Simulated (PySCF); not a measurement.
Input file:

```
{"job": {"kind": "nmr", "xc": "PBE0", "basis": "pcSseg-1"}, "charge": 0, "multiplicity": 1}
C      2.735350     1.407685    -0.101141
C      2.112487     0.029831     0.099186
C      2.818778    -1.033828    -0.736057
O      0.760411     0.066950    -0.280579
Si    -0.563514     0.345354     0.622461
C     -0.652030    -0.885093     2.085797
Si    -2.228824     0.218330    -0.947291
N     -3.527249     1.353529    -0.768085
N     -3.054991    -1.280814    -0.689815
H      3.784572     1.394830     0.181065
H      2.210489     2.138598     0.508315
H      2.648110     1.701208    -1.144336
H      2.183989    -0.242817     1.161236
H      3.866210    -1.101845    -0.454586
H      2.746579    -0.781033    -1.790849
H      2.345323    -1.999515    -0.578030
H     -0.445307     1.666433     1.298074
H      0.135337    -0.710334     2.816467
H     -0.550124    -1.911416     1.740263
H     -1.600446    -0.814418     2.608765
H     -1.822477     0.468040    -2.346870
H     -3.298209     2.332455    -0.819263
H     -4.158425     1.203487     0.002515
H     -2.519627    -2.131980    -0.740986
H     -3.937347    -1.409490    -1.159735
```

Command:

```sh
OMP_NUM_THREADS=1 python probes_run.py task.json out
```

Geometry: GFN2-xTB.

All numbers below come from PBE0/pcSseg-1, SCF density, gas phase, non-relativistic (PySCF).

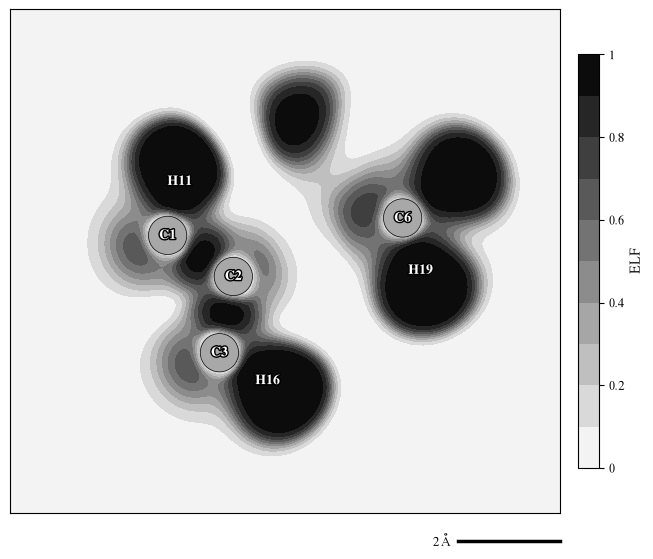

C4H16N2OSi2. ELF on the plane of atoms C2, C1 and H11. Grey discs cover the atomic cores.

Q: Describe what can be read from this map.

A: Atoms in the plane: C and H.
C–C (1.53 Å): the ELF peaks at about 0.95 between the atoms; a covalent bond.
